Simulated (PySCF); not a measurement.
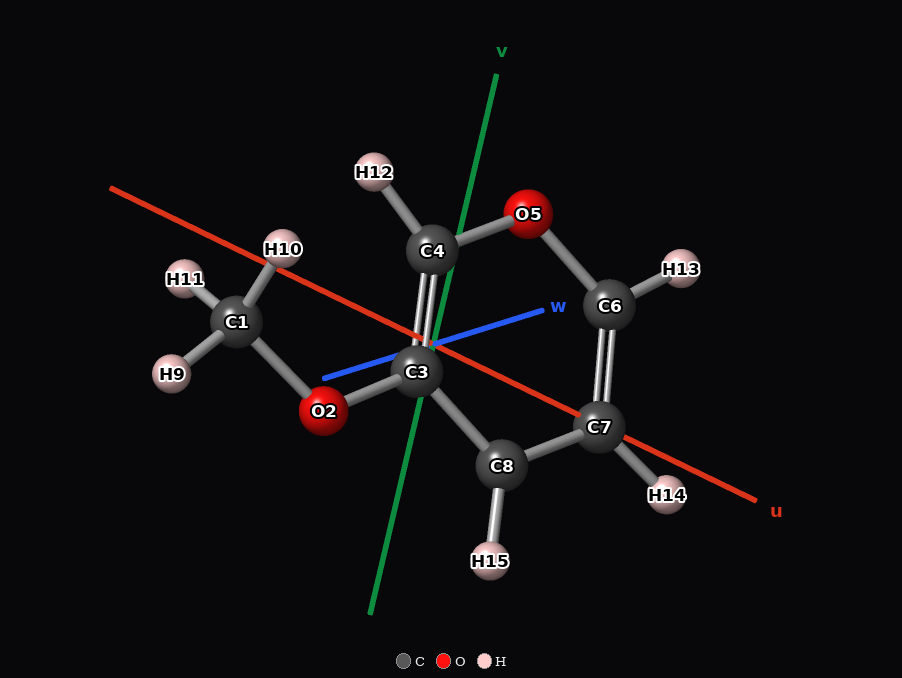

The lines u, v and w are the principal axes of the g tensor. State: neutral, doublet. Computed geometry: GFN2-xTB optimisation. No frequency run is at hand to confirm it as a minimum. Level of theory: UKS B3LYP, pcH-1 on C H O, non-relativistic, mean-field spin-orbit, GIAO (PySCF 2.14.0).

### Along which axis does g lie farthest from the free-electron value?

Along v (nearly parallel to the C3–C4 bond): the shift is 1759 ppm.

Give the principal values and shifts.

```tsv
axis	g	shift (ppm)
u	2.00392	1601
v	2.00408	1759
w	2.00210	−215
```
